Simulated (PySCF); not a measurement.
# C6H5O: the cost of one run

Programs: PySCF 2.14.0, with routines of our own; each step states its level. All values are computed. Atoms count from 0.

## (1) The starting structure

12 atoms, charge -1, multiplicity 1; geometry from: GFN2-xTB.

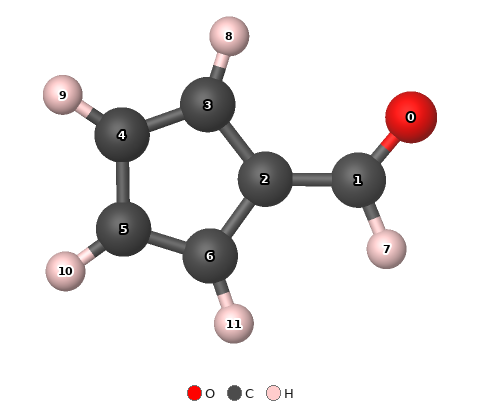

The starting geometry (oxygen red, carbon dark grey, hydrogen pink).

## (2) Optimising the geometry at PBE0-D3(BJ)/def2-SVP

The job: settings as JSON, then the geometry in Å.

```
{"job": {"xc": "PBE0", "basis": "def2-SVP", "d3": "d3bj", "grid": 2, "kind": "geom"}, "charge": -1, "multiplicity": 1}
O     -2.769180     1.065509     0.420484
C     -2.033661     0.176616    -0.025405
C     -0.635463     0.078793     0.003752
C      0.303877     0.991672     0.562434
C      1.563100     0.490214     0.360939
C      1.451010    -0.744274    -0.325647
C      0.121951    -0.996233    -0.543656
H     -2.524942    -0.698222    -0.536178
H      0.044771     1.914846     1.055303
H      2.494958     0.948342     0.667470
H      2.283492    -1.370587    -0.621211
H     -0.298714    -1.857361    -1.044312
```

On the command line:

```console
$ OMP_NUM_THREADS=1 python excited_run.py task.json out
```

This one command runs all jobs of the session in turn.

Q: Estimate the wall time and peak memory of this first job on 1 thread of Arm Neoverse V1, shared host.

About 22 s, with a peak of 0.66 GiB.
